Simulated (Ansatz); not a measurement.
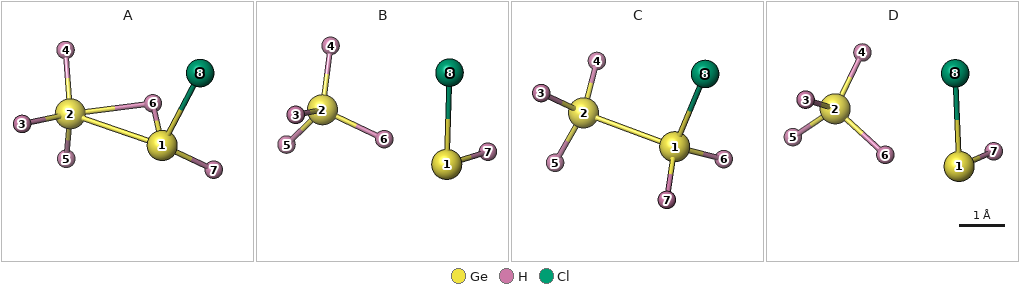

4 geometries from a converged minimum-energy path of Ge₂H₅Cl, shuffled. The picture is a ball-and-stick view, seen at a tilt.

Computed with RKS BHLYP-D4/def2-SVP in Ansatz 0.2.0. Run with 7 movable images; climbing image; force threshold 0.05 eV/Å; iteration limit 60; starting path through a guess of the saddle point.

**Which frame is the transition state?**

A. In order along the path, whose images run from 0 to 8: C (image 0, 0.0 kJ/mol), A (image 3, +203.6 kJ/mol), B (image 6, +120.3 kJ/mol), D (image 7, +116.7 kJ/mol). Breaking: Ge1–Ge2 (2.43 → 2.51 at the top → 3.37 Å), Ge1–H6 (1.53 → 1.72 at the top → 2.08 Å). Forming: Ge2–H6 (3.35 → 1.90 at the top → 1.57 Å).
